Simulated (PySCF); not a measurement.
## Geometry relaxation, with input and output: C3H7BrSi

The run: geometry relaxation of C3H7BrSi, SMILES Br[SiH2]C1CC1. Method and program: PBE0-D3(BJ)/def2-SVP geometry optimisation, gas phase (PySCF 2.14.0).

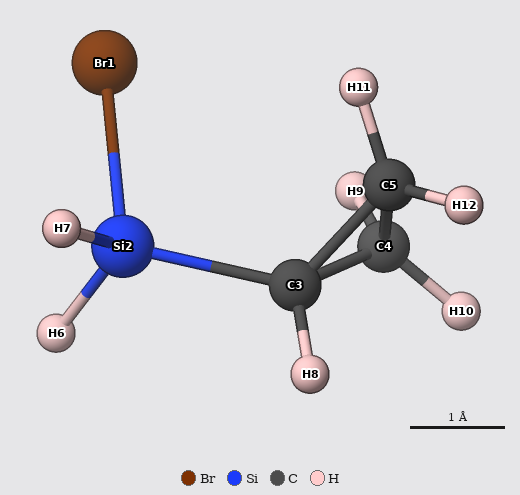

*The structure as given in the input (ball-and-stick view, seen at a tilt; atoms are numbered from 1 in the order of the input).*

### Input
```
{"job": {"xc": "PBE0", "basis": "def2-SVP", "d3": "d3bj", "grid": 1, "shake": 0.01, "kind": "geom"}, "charge": 0, "multiplicity": 1}
Br     1.896190     0.856880     1.777970
Si     1.675230    -0.033670    -0.244260
C     -0.164530    -0.286030    -0.596260
C     -1.078400    -0.634960     0.507590
C     -1.173900     0.706020    -0.128690
H      2.410340    -1.280250    -0.162540
H      2.291990     0.932270    -1.154400
H     -0.335070    -0.734950    -1.554850
H     -0.746000    -0.702910     1.544480
H     -1.896930    -1.349660     0.297280
H     -0.850570     1.556150     0.476290
H     -1.988670     0.942830    -0.771630
```

The first line tells a small driver script what to run in PySCF; the rest is the geometry in Å.

Run as:
```bash
OMP_NUM_THREADS=1 python <driver script> task.json out
```

### The program's output
```
step   0  E = -2981.15441537  max force = 0.034816
step   1  E = -2981.15879332  max force = 0.004756
step   2  E = -2981.15892035  max force = 0.000952
step   3  E = -2981.15893753  max force = 0.000598
step   4  E = -2981.15894086  max force = 0.000191
optimisation converged
```

### Trajectory as extended XYZ (Å, eV, eV/Å), 5 frames, from step=0 to step=4
```
12
Properties=species:S:1:pos:R:3:forces:R:3 step=0 energy=-81121.34358
Br    1.8962    0.8569    1.7780   -0.0376   0.1937   0.3569
Si    1.6752   -0.0337   -0.2443   -1.0704   0.3323   0.1889
C    -0.1645   -0.2860   -0.5963    1.7903   0.4433   0.3343
C    -1.0784   -0.6350    0.5076   -1.5545  -0.7764   0.3328
C    -1.1739    0.7060   -0.1287    0.5212   0.3253   0.8348
H     2.4103   -1.2803   -0.1625    0.4029  -0.7182  -0.1759
H     2.2920    0.9323   -1.1544    0.2502   0.2088  -0.4499
H    -0.3351   -0.7349   -1.5549   -0.2653  -0.4454  -0.7697
H    -0.7460   -0.7029    1.5445    0.3177   0.0854   0.0371
H    -1.8969   -1.3497    0.2973    0.3484   0.2071  -0.0096
H    -0.8506    1.5561    0.4763    0.1818   0.0738  -0.0102
H    -1.9887    0.9428   -0.7716   -0.8847   0.0704  -0.6695
12
Properties=species:S:1:pos:R:3:forces:R:3 step=1 energy=-81121.46271
Br    1.6577    1.8535    2.1724    0.0044  -0.0174  -0.0189
Si    1.4992    0.9044    0.1505   -0.0298  -0.1446  -0.0709
C    -0.2971    0.5827   -0.2193    0.0234  -0.0110  -0.0901
C    -1.2719    0.1622    0.8570    0.2445   0.1150   0.0145
C    -1.3767    1.5214    0.2558   -0.2130   0.0489  -0.1196
H     2.2852   -0.3649    0.1759   -0.0012   0.0272   0.0527
H     2.1337    1.8285   -0.8327   -0.0393   0.0455   0.0112
H    -0.4629    0.1252   -1.2074    0.0451   0.0703   0.1111
H    -0.8977    0.0882    1.8820   -0.0192  -0.0176   0.0361
H    -2.0091   -0.5905    0.5857   -0.1437  -0.1055  -0.0204
H    -1.0772    2.3744    0.8707    0.0023   0.0246   0.0382
H    -2.2123    1.7311   -0.4239    0.1265  -0.0356   0.0561
12
Properties=species:S:1:pos:R:3:forces:R:3 step=2 energy=-81121.46617
Br    1.6547    1.8374    2.1733    0.0063   0.0018   0.0179
Si    1.4977    0.8974    0.1486    0.0223  -0.0391  -0.0489
C    -0.2957    0.5853   -0.2222   -0.0179   0.0021   0.0266
C    -1.2659    0.1649    0.8573    0.0268  -0.0158  -0.0429
C    -1.3785    1.5227    0.2518   -0.0323   0.0354   0.0145
H     2.2894   -0.3668    0.1796   -0.0056   0.0065   0.0186
H     2.1236    1.8353   -0.8274   -0.0130   0.0167   0.0048
H    -0.4592    0.1313   -1.2081    0.0051   0.0022   0.0049
H    -0.8922    0.0939    1.8836   -0.0134  -0.0009   0.0000
H    -2.0108   -0.5904    0.5925    0.0025   0.0115   0.0122
H    -1.0833    2.3780    0.8676    0.0010  -0.0004  -0.0003
H    -2.2088    1.7271   -0.4300    0.0181  -0.0200  -0.0073
12
Properties=species:S:1:pos:R:3:forces:R:3 step=3 energy=-81121.46664
Br    1.6609    1.8319    2.1761   -0.0011   0.0015   0.0099
Si    1.4997    0.8961    0.1487    0.0086  -0.0044  -0.0121
C    -0.2943    0.5856   -0.2199   -0.0121  -0.0019   0.0308
C    -1.2676    0.1646    0.8555    0.0059  -0.0098  -0.0201
C    -1.3793    1.5229    0.2509    0.0069   0.0220   0.0181
H     2.2933   -0.3661    0.1813   -0.0023  -0.0011   0.0015
H     2.1192    1.8404   -0.8254   -0.0057   0.0026   0.0031
H    -0.4557    0.1329   -1.2062   -0.0020  -0.0065  -0.0148
H    -0.8993    0.0935    1.8838   -0.0015   0.0018  -0.0009
H    -2.0138   -0.5893    0.5902    0.0091   0.0065   0.0018
H    -1.0870    2.3789    0.8674   -0.0004  -0.0047  -0.0028
H    -2.2051    1.7248   -0.4359   -0.0055  -0.0061  -0.0144
12
Properties=species:S:1:pos:R:3:forces:R:3 step=4 energy=-81121.46673
Br    1.6601    1.8277    2.1809   -0.0028  -0.0017   0.0011
Si    1.5003    0.8959    0.1507    0.0028   0.0074   0.0034
C    -0.2934    0.5859   -0.2192   -0.0007  -0.0043   0.0098
C    -1.2677    0.1646    0.8540   -0.0061  -0.0037  -0.0067
C    -1.3795    1.5232    0.2494    0.0067   0.0067   0.0034
H     2.2942   -0.3659    0.1825    0.0003  -0.0011  -0.0032
H     2.1172    1.8439   -0.8213    0.0017   0.0000   0.0022
H    -0.4532    0.1335   -1.2062   -0.0006  -0.0022  -0.0041
H    -0.9020    0.0940    1.8831    0.0018   0.0017  -0.0017
H    -2.0128   -0.5895    0.5874    0.0007   0.0002   0.0002
H    -1.0892    2.3796    0.8661    0.0000  -0.0016  -0.0010
H    -2.2030    1.7232   -0.4409   -0.0039  -0.0014  -0.0035
```

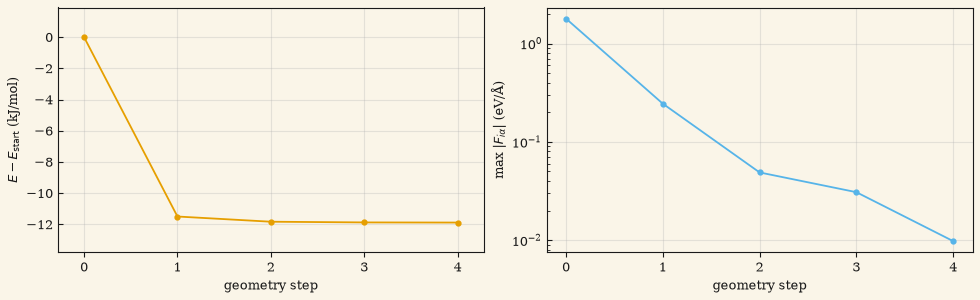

*Progress of the relaxation, step by step (steps are counted from 0).*

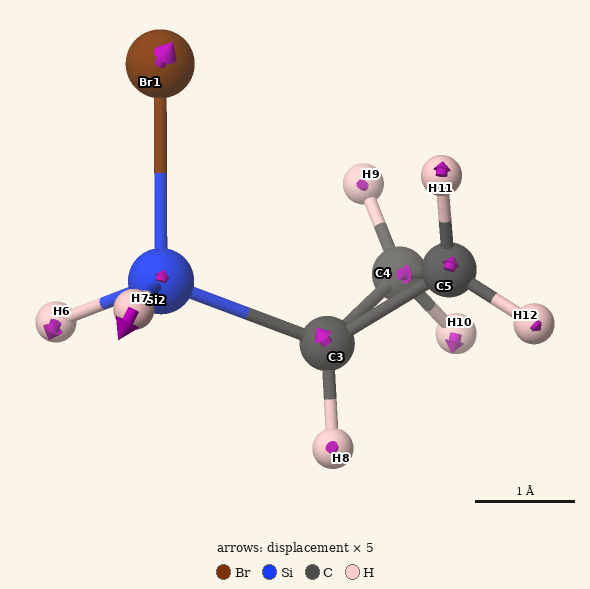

*The starting structure with the displacements as pink arrows, magnified 5 times (ball-and-stick view, seen at a tilt). The two geometries are laid on each other by the best rigid fit.*

The energy falls by 11.9 kJ/mol in 4 geometry steps. The largest force component goes from 1.8 to 0.0098 eV/Å. The largest move after the best rigid fit is that of H7, 0.071 Å. Largest moves by element: H 0.071 Å, Br 0.064 Å, C 0.041 Å, Si 0.025 Å. Among the contacts that change: Si2–H6 1.449 → 1.491 Å, C3–C4 1.475 → 1.509 Å, Si2–C3 1.890 → 1.857 Å, C5–H12 1.065 → 1.093 Å. Among the angles that change: C3–C4–H9 122.5° → 118.1°, H6–Si2–H7 112.9° → 109.4°, Br1–Si2–H6 104.1° → 107.1°. (Atoms are counted from 1 in the order of the input.)

### Summary

| quantity | value |
| --- | --- |
| outcome | converged |
| total energy | −2981.158941 hartree |
| dipole moment | 2.00 D |
| point group | Cs |
| hardware | 1 CPU thread, shared host |
| wall time | 59 s |
| peak memory | 0.54 GiB |
